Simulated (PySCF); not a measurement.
**H₂OSi₃: density, localisation and related maps**

The calculation's input:

```
# O1[Si]2=[SiH][Si@H]12
from pyscf import gto, dft

mol = gto.Mole()
mol.atom = [
    ('O', (-0.625310, 0.030973, -0.462274)),
    ('Si', (1.086145, 0.092785, -0.741173)),
    ('Si', (1.383811, 0.762784, 1.573668)),
    ('Si', (-0.589896, 1.255047, 0.705331)),
    ('H', (2.072482, 2.035433, 2.001650)),
    ('H', (-1.608575, 2.311452, 0.403532)),
]
mol.charge = 0
mol.verbose = 3
mol.max_memory = 3720
mol.spin = 0
mol.basis = 'def2-tzvpd'
mol.build()

calc0 = dft.RKS(mol, xc='pbe0')
calc0 = calc0.density_fit(auxbasis='def2-universal-jkfit')
calc0.conv_tol = 1e-09
calc0.max_cycle = 100
calc0.grids.level = 3
calc0.kernel()
if not calc0.converged:
    calc0 = calc0.newton().run(calc0.mo_coeff, calc0.mo_occ)

e_tot = calc0.e_tot
print(f'total energy: {e_tot:.8f} hartree')
grad = calc0.nuc_grad_method().kernel()
calc0.analyze()
```

Run with:

```sh
OMP_NUM_THREADS=2 python job.py
```

Geometry: PBE0-D3(BJ)/def2-SVP.

These are results of Gaussian-basis quantum chemistry of an isolated molecule with PySCF, energy and nuclear gradient, functional PBE0 in PySCF, not measurements.

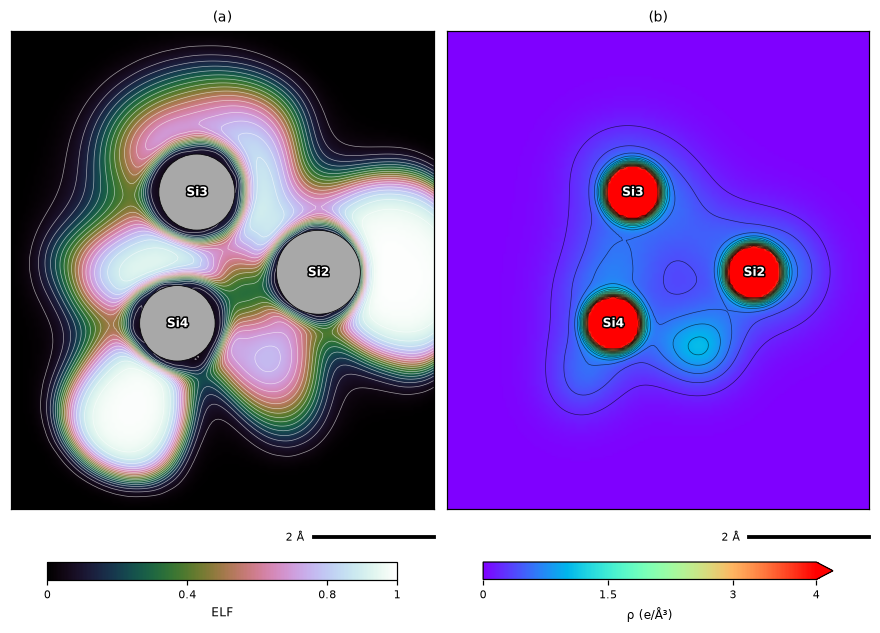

Figure 1. (a) electron localisation function; (b) total electron density on the plane of atoms Si2, Si4 and Si3. Grey discs cover the atomic cores in the ELF map.

Question: Describe what can be read from this map.

Answer: Atoms in the plane: Si. Si–Si (2.21 Å): ρ at the midpoint is about 0.63 e/Å³; the ELF peaks at about 0.90 between the atoms (a covalent bond). Si–Si (2.43 Å): ρ at the midpoint is about 0.49 e/Å³; the ELF peaks at about 0.85 between the atoms: localised, covalent bonding. Si–Si (2.50 Å): ρ is about 0.42 e/Å³ halfway; the ELF is about 0.35 at the midpoint. The ELF also peaks beside Si2, away from the bonds: lone-pair regions.

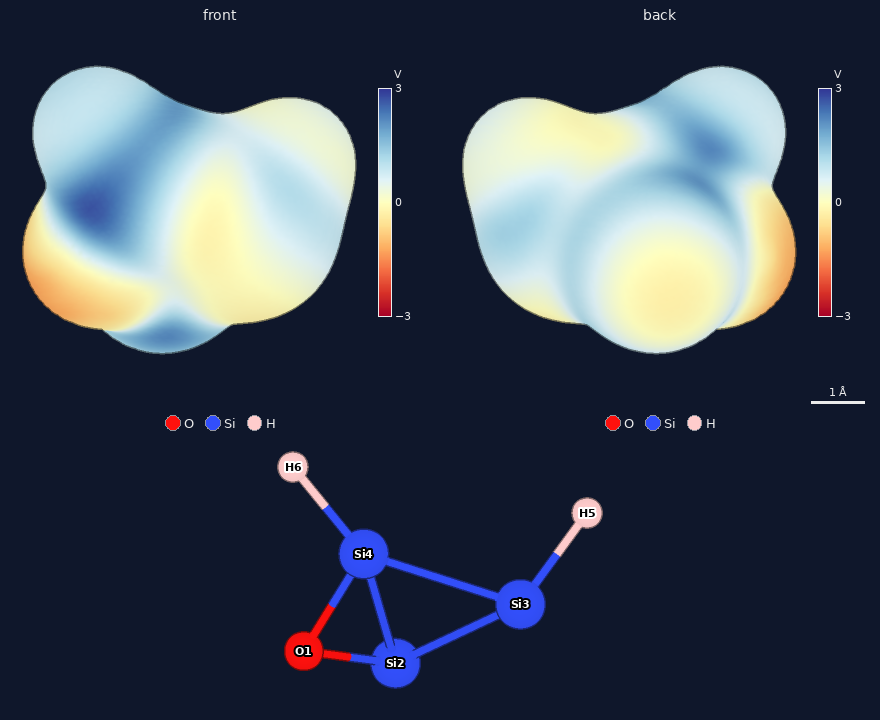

Figure 2. The molecular electrostatic potential painted on the density surface at 0.004 e/bohr³, seen from the front and from behind; the colour scale runs from red (negative) to blue (positive). The bare structure is drawn below in the same view.

Question: Where is the surface potential most negative and most positive?

Answer: The most negative region (about −1.3 V, or −30 kcal/mol for a unit charge) lies over O1, the most positive (about +2.6 V, or +60 kcal/mol for a unit charge) over Si4. O1 is the likeliest acceptor of a hydrogen bond.

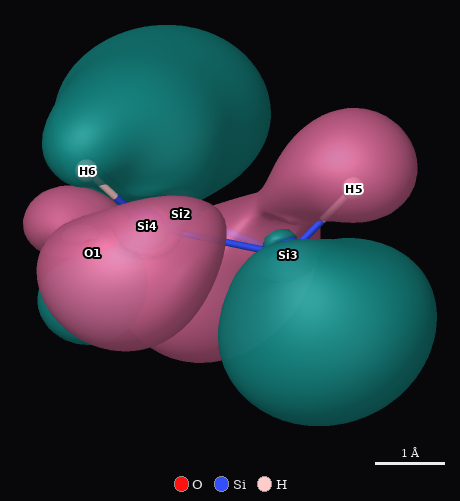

Figure 3. One frontier orbital at ±0.05 Å⁻³ᐟ² (teal and pink are the two phases), seen from one side.

Question: Which orbital is it: HOMO or LUMO?

Answer: The LUMO, at −2.44 eV. Its weight (Hirshfeld) is mainly on Si2 (about 40 %), Si3 (about 30 %), Si4 (about 15 %) and O1 (about 10 %).
